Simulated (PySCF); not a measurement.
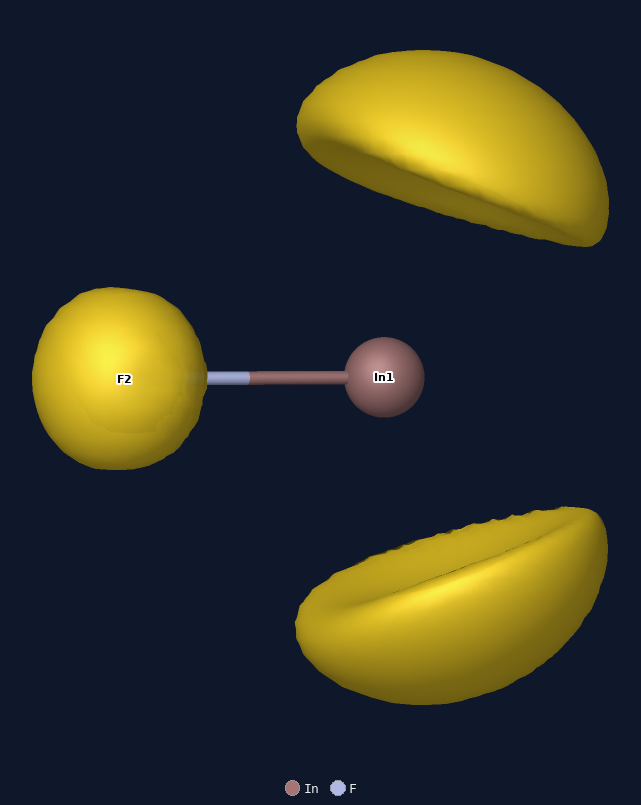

*InF (charge −1, doublet). Isosurface of the ELF at 0.8 (yellow), seen from one side. Only the valence region is drawn (cores and ρ < 0.01 e/Å³ removed).*

Core potentials replace the inner electrons of In.

Method: PySCF 2.14.0, PBE0/aug-cc-pVDZ(-PP), non-relativistic Hamiltonian with scalar-relativistic core potentials where named, at a bond length of 2.097 Å.

```xyz
2

In    0.0000    0.0000   -0.2975
F     0.0000    0.0000    1.7995
```

What do the ELF domains correspond to?

Answer. The ELF exceeds this value in two lobes on In, pointing away from the bonds (non-bonding electrons) and one region wrapped around F (its valence shell).

Values along the shortest contacts:
In–F (2.10 Å): the ELF peaks at about 0.85 in the valence shell of F, 0.6 Å from its nucleus, and drops to about 0.10 between the two atoms.
